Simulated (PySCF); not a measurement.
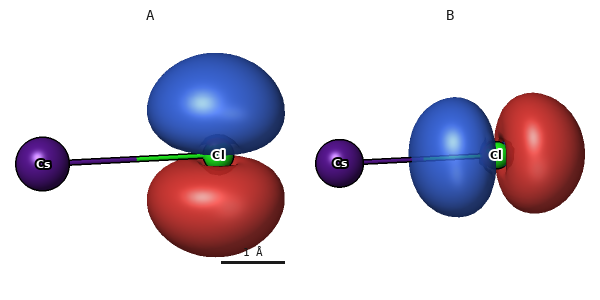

Figure 1: CsCl. Two frontier orbitals, each drawn at the value that holds 80 % of its norm (red and blue are the two phases), in no order; of a degenerate pair one member is drawn.

The calculation used PBE0/x2c-TZVPall, spin-free X2C-1e, Gaussian nucleus, at a bond length of 2.899 Å (PySCF 2.14.0).

Label each orbital by symmetry, say whether it is occupied, and order them by energy.

Answer. Orbital B: σ, occupied, −6.08 eV; mainly on Cl (90 %).
Orbital A: π, occupied, −6.01 eV; mainly on Cl (95 %).
